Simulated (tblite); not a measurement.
# C₂H₈N₃Si₂: frequency calculation

C₂H₈N₃Si₂, multiplicity 2, SMILES C=C[Si]1(N)N[SiH]N1, computed with GFN2-xTB harmonic vibrations, gas phase (tblite 0.8.0).

It belongs to a series of runs on one base structure; here: H removed from Si.

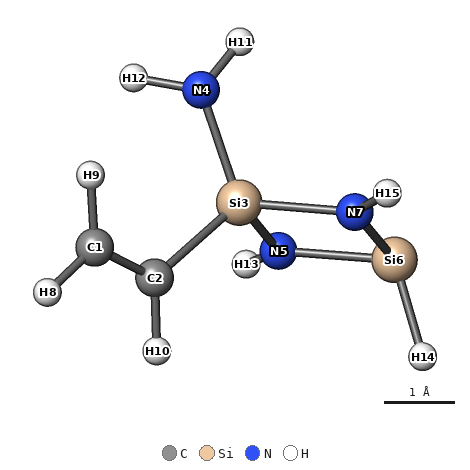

*The input geometry (ball-and-stick view, seen at a tilt; atoms are numbered from 1 in the order of the input).*

Input file
```
{"job": {"kind": "ir", "xc": "GFN2-xTB", "basis": "xTB"}, "charge": 0, "multiplicity": 2}
C     -2.454441     0.207869    -0.644189
C     -1.293925    -0.419810    -0.717211
Si     0.292698     0.195205     0.069975
N      0.154025     1.887417     0.364970
N      1.736664    -0.464116    -0.667063
Si     2.308221    -1.320913     0.744654
N      0.862274    -0.665704     1.473300
H     -3.357487    -0.177251    -1.095805
H     -2.553168     1.144433    -0.120232
H     -1.244028    -1.362893    -1.245780
H      0.943071     2.354025     0.780962
H     -0.248507     2.460754    -0.356371
H      2.141661    -0.332641    -1.575430
H      2.220083    -2.776249     0.564669
H      0.488446    -0.722137     2.401639
```

The first line tells a small driver script what to run in tblite; the rest is the geometry in Å.

Launched with:
```bash
OMP_NUM_THREADS=1 python <driver script> task.json out
```

Output
```
mode    cm-1     km/mol
  1      48.0      0.07
  2      85.1      2.94
  3     121.6      1.71
  4     152.0      5.27
  5     165.6      1.49
  6     182.8      4.10
  7     221.3     15.12
  8     243.6    106.43
  9     299.6      4.15
 10     392.4     71.33
 11     445.9      0.75
 12     470.9      8.90
 13     492.8     18.54
 14     519.2    191.26
 15     589.2     54.43
 16     686.3      6.84
 17     689.8     11.36
 18     788.7     10.80
 19     812.8    261.77
 20     835.6    243.02
 21     875.8    172.05
 22     919.7     14.25
 23     948.7     77.17
 24    1011.5     11.22
 25    1034.1     10.54
 26    1043.0      7.27
 27    1096.3    370.96
 28    1273.6      3.66
 29    1421.0      0.78
 30    1516.8     55.27
 31    1681.5     16.52
 32    2126.5    406.82
 33    3041.0     40.37
 34    3062.4     63.49
 35    3105.6     48.02
 36    3483.3      0.26
 37    3518.7     12.11
 38    3524.6      3.34
 39    3534.2      1.98
```

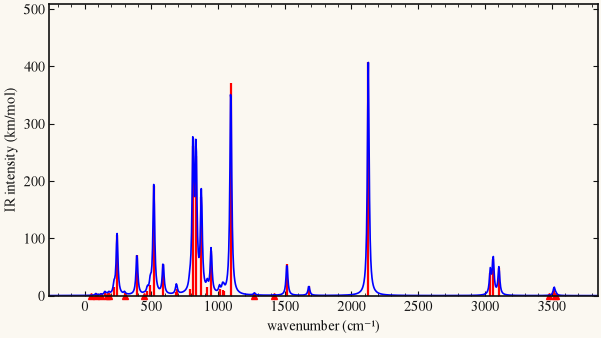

*Harmonic infrared spectrum, unscaled: sticks (degenerate modes added up, dark ones marked on the axis) with a Lorentzian envelope of 16 cm⁻¹ full width, scaled to the tallest stick.*

39 modes from 48 to 3534 cm⁻¹, none imaginary. The strongest line is at 2126 cm⁻¹ (407 km/mol).

Key numbers

| quantity | value |
| --- | --- |
| outcome | converged |
| total energy | −559.1971 eV |
| zero-point energy | 66.4200 kcal/mol |
| hardware | 1 CPU thread, shared host |
| peak memory | 0.18 GiB |
